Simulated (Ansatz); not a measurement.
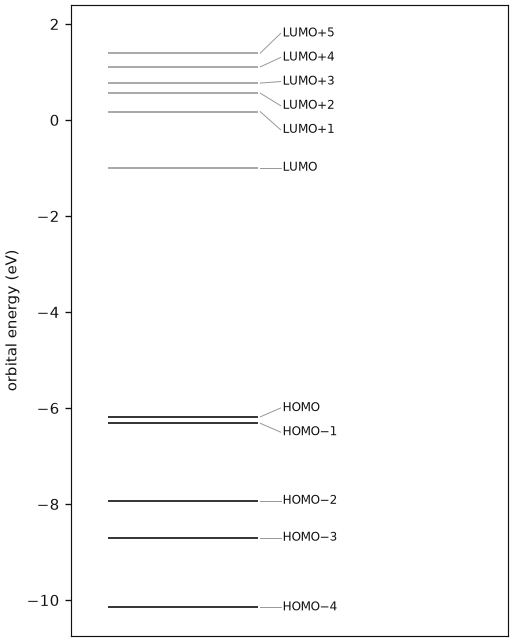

Kohn-Sham orbital energies near the frontier, LDA (SPW92)/def2-TZVPP with the Ansatz code, at a PBE0-D4/def2-TZVP geometry (a minimum by its frequencies), isolated molecule; empty levels in grey, levels within 0.03 eV side by side.

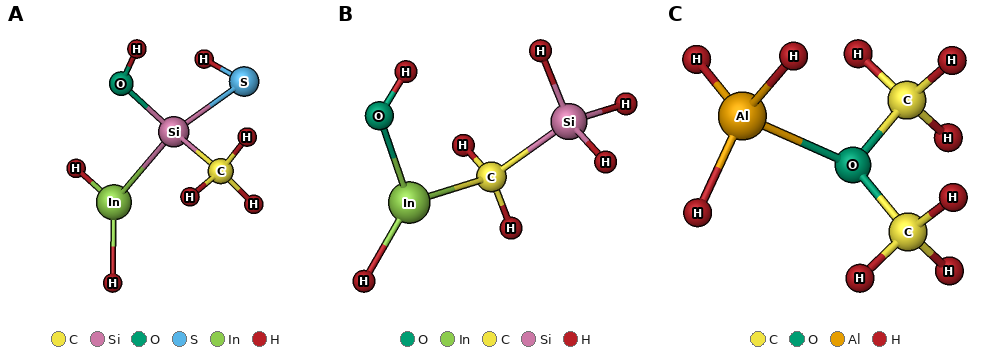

Question: Which molecule has this level scheme? The candidates are drawn in the second picture.

Answer: Structure C, C₂H₉AlO, SMILES C[O+](C)[AlH3-], singlet. HOMO −6.18 eV, LUMO −0.99 eV, separation 5.19 eV.

Caveats: empty levels above zero depend strongly on the basis.
